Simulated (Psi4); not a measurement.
**M06-2X/def2-SVP run of C2H3ClSi (SMILES ClC1=C[SiH2]1)**

Aim: the energy change on altering one bond length of C2H3ClSi at M06-2X/def2-SVP, from 2 runs. 

The calculation is run with Psi4 1.11.

1 further run of the same task is left out (set aside as unsound or not needed).

### 1 The structure to begin with

C2H3ClSi: 7 atoms, total charge 0, spin state singlet. As SMILES, `ClC1=C[SiH2]1`. The shape is that of a PBE0-D4/def2-TZVP optimisation.

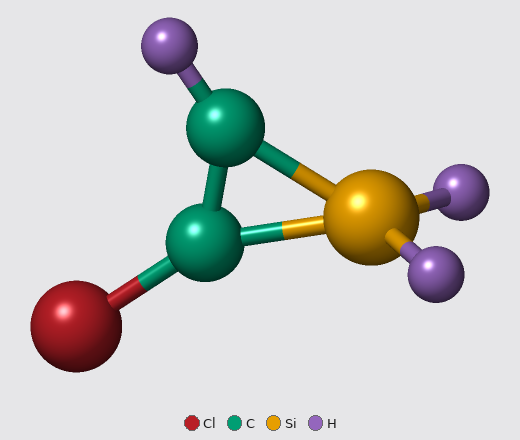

The structure, seen from a chosen angle (chlorine red, carbon teal, silicon amber, hydrogen purple).

### 2 Energy and gradient at M06-2X/def2-SVP

Input file run.py:

```python
import psi4

psi4.set_memory(2200000000)
psi4.set_num_threads(1)
psi4.set_output_file('psi4.out', False)

mol = psi4.geometry("""
Cl    -1.169200    -2.293300     0.411500
C     -0.358000    -0.819900     0.163200
C      0.836800    -0.330000     0.466700
Si    -0.185900     0.871600    -0.438900
H      1.727500    -0.673800     0.975600
H     -0.837800     2.011300     0.248800
H      0.047800     1.166200    -1.872600
symmetry c1
""")

psi4.set_options({
    'basis': 'def2-SVP',
    'puream': True,
    'e_convergence': 1e-09,
    'd_convergence': 1e-08,
    'scf_type': 'pk',
    'dft_radial_points': 99,
    'dft_spherical_points': 590,
})

e_tot, wfn = psi4.gradient("M06-2X", molecule=mol, return_wfn=True)
psi4.oeprop(wfn, "MAYER_INDICES", "LOWDIN_CHARGES", "DIPOLE", title="M06-2X")
print('gradient / Eh bohr^-1')
print(e_tot.np.round(6))
print(f'energy = {wfn.energy():.10f} Eh')
```

Launch:

```sh
$ python run.py
```

psi4.out:

```text
[...]
  Running in c1 symmetry.
[...]
  Nuclear repulsion =  179.922318629891919
[...]
  Multiplicity = 1
[...]
  Nalpha       = 23
  Nbeta        = 23
[...]
    Number of basis functions: 79
[...]
   @RKS iter   1:  -827.11233054085960    2.18582e-02   6.69916e-03 DIIS/ADIIS
[...]
   @RKS iter  12:  -827.26907219557449   -1.36424e-12   2.64453e-09 DIIS
[...]
    Orbital Energies [Eh]
    ---------------------
    Doubly Occupied:
       1A   -102.645265     2A    -67.032019     3A    -10.609162
       4A    -10.568581     5A     -9.815664     6A     -7.542674
       7A     -7.536070     8A     -7.535372     9A     -5.571819
      10A     -3.884941    11A     -3.884557    12A     -3.882958
      13A     -0.974828    14A     -0.876186    15A     -0.623943
      16A     -0.589994    17A     -0.535725    18A     -0.462720
      19A     -0.451082    20A     -0.411978    21A     -0.362884
      22A     -0.328788    23A     -0.324220
[...]
  @RKS Final Energy:  -827.26907219557449
   => Energetics <=
    Nuclear Repulsion Energy =            179.9223186298919188
    One-Electron Energy =               -1497.9207193889330938
    Two-Electron Energy =                 519.7596938406918525
    DFT Exchange-Correlation Energy =     -29.0303652772250906
    Empirical Dispersion Energy =           0.0000000000000000
    VV10 Nonlocal Energy =                  0.0000000000000000
    Total Energy =                       -827.2690721955744948
[...]
  -Total Gradient:
     Atom            X                  Y                   Z
    ------   -----------------  -----------------  -----------------
       1        0.002768184560     0.005364567962    -0.000985692985
       2        0.003546059725     0.002441223661     0.000522354651
       3       -0.003505316728    -0.001058117065    -0.001057476151
       4        0.002138910993    -0.008578073914     0.004317691992
       5       -0.004925193016     0.001970680050    -0.002834677193
       6       -0.000130424803     0.000106001401     0.000161615933
       7        0.000034303664    -0.000044379387    -0.000234857988
[...]
 Multipole Moments:
 ------------------------------------------------------------------------------------
     Multipole            Electronic (a.u.)      Nuclear  (a.u.)        Total (a.u.)
 ------------------------------------------------------------------------------------
 L = 1.  Multiply by 2.5417464519 to convert [e a0] to [Debye]
 Dipole X            :         -2.5063932            2.7853499            0.2789567
 Dipole Y            :         -5.4767144            5.8962282            0.4195138
 Dipole Z            :          1.1355685           -1.1862244           -0.0506559
 Magnitude           :                                                    0.5063346
[...]
```

On the terminal:

```text
gradient / Eh bohr^-1
[[ 2.768e-03  5.365e-03 -9.860e-04]
 [ 3.546e-03  2.441e-03  5.220e-04]
 [-3.505e-03 -1.058e-03 -1.057e-03]
 [ 2.139e-03 -8.578e-03  4.318e-03]
 [-4.925e-03  1.971e-03 -2.835e-03]
 [-1.300e-04  1.060e-04  1.620e-04]
 [ 3.400e-05 -4.400e-05 -2.350e-04]]
energy = -827.2690721956 Eh
```

Wall time 40 s (1 thread of Intel Xeon Platinum 8259CL at 2.50GHz (Skylake/Cascade Lake), shared host); peak memory 1.2 GiB.

### 3 The distorted shape at the same level

Input file calc.inp:

```
memory 2200 MB

molecule system {
  0 1
  Cl    -3.55595812    -3.81397944     0.00830724
  C     -2.02301229    -1.02965696    -0.46091176
  C      0.23483249    -0.10388013     0.11262012
  Si    -1.69779042     2.16681478    -1.59871586
  H      3.26450188    -1.27329746     1.84361681
  H     -2.92970288     4.32053564    -0.29915120
  H     -1.25616143     2.72352809    -4.30801621
  units bohr
  symmetry c1
  no_reorient
  no_com
}

set globals {
  basis def2-SVP
  reference rks
  puream true
  e_convergence 1e-09
  d_convergence 1e-08
  scf_type pk
  dft_radial_points 99
  dft_spherical_points 590
}

e_tot, wfn = gradient("m06-2x", return_wfn=True)
oeprop(wfn, "MAYER_INDICES", "QUADRUPOLE", "LOWDIN_CHARGES")
```

Launch:

```sh
$ psi4 -i calc.inp -o calc.out -n 1
```

calc.out, cut to the lines that bear on the results:

```text
[...]
  Running in c1 symmetry.
[...]
  Nuclear repulsion =  177.189739082396272
[...]
  Multiplicity = 1
[...]
  Nalpha       = 23
  Nbeta        = 23
[...]
    Number of basis functions: 79
[...]
   @RKS iter   1:  -826.92760450583000   -2.48001e-02   7.13479e-03 DIIS/ADIIS
[...]
   @RKS iter  12:  -827.13703666080880   -1.71667e-11   9.77891e-09 DIIS
[...]
  @RKS Final Energy:  -827.13703666080880
   => Energetics <=
    Nuclear Repulsion Energy =            177.1897390823962724
    One-Electron Energy =               -1492.1246827383404252
    Two-Electron Energy =                 516.7545083208233336
    DFT Exchange-Correlation Energy =     -28.9566013256879629
    Empirical Dispersion Energy =           0.0000000000000000
    VV10 Nonlocal Energy =                  0.0000000000000000
    Total Energy =                       -827.1370366608088034
[...]
  -Total Gradient:
     Atom            X                  Y                   Z
    ------   -----------------  -----------------  -----------------
       1        0.004964927299     0.002216787738     0.001185468221
       2       -0.011998481507     0.020306350805    -0.013085748785
       3       -0.055992407112     0.018490894268    -0.030758865432
       4       -0.003516895525    -0.018523680662     0.005919129031
       5        0.065335471924    -0.022641541828     0.036304819886
       6        0.000359824960     0.000363628336     0.000654158873
       7        0.000768811920    -0.000020331694    -0.000328310941
[...]
 Multipole Moments:
 ------------------------------------------------------------------------------------
     Multipole            Electronic (a.u.)      Nuclear  (a.u.)        Total (a.u.)
 ------------------------------------------------------------------------------------
 L = 1.  Multiply by 2.5417464519 to convert [e a0] to [Debye]
 Dipole X            :         95.8045212          -95.8707952           -0.0662740
 Dipole Y            :         36.0489058          -35.5326998            0.5162059
 Dipole Z            :         26.8608086          -27.0940994           -0.2332908
 Magnitude           :                                                    0.5703379
 L = 2.  Multiply by 1.3450342976 to convert [e a0^2] to [Debye ang]
 Quadrupole XX       :       -329.0504384          301.0215641          -28.0288743
 Quadrupole XY       :       -172.4500550          171.1727334           -1.2773216
[...]
```

It took 38 s on 1 thread of Intel Xeon Platinum 8259CL at 2.50GHz (Skylake/Cascade Lake), shared host; peak memory 1.1 GiB.

### 4 Outcome

At M06-2X/def2-SVP:

```
                                                         quantity          value
                                        first shape: total energy  -827.26907 Eh
                                       first shape: dipole moment         1.29 D
                                         first shape: HOMO energy       -8.82 eV
                                         first shape: LUMO energy        0.74 eV
                                       first shape: HOMO–LUMO gap        9.57 eV
                            first shape: largest force on an atom     0.506 eV/Å
                                    distorted shape: total energy  -827.13704 Eh
                                   distorted shape: dipole moment         1.45 D
                                     distorted shape: HOMO energy       -8.40 eV
                                     distorted shape: LUMO energy       -1.68 eV
                                   distorted shape: HOMO–LUMO gap        6.72 eV
                        distorted shape: largest force on an atom     4.016 eV/Å
energy change with the C3–H5 bond stretched from 1.082 to 1.947 Å       3.593 eV
```

In words: With the C3–H5 bond stretched from 1.082 to 1.947 Å the energy rises by 3.59 eV (347 kJ/mol). The first shape isn't relaxed at this level, so the change isn't measured from a minimum. A restricted reference can't describe the breaking bond well at this length. The largest force (first shape) is 0.51 eV/Å: the shape isn't a stationary point for this species at this level.
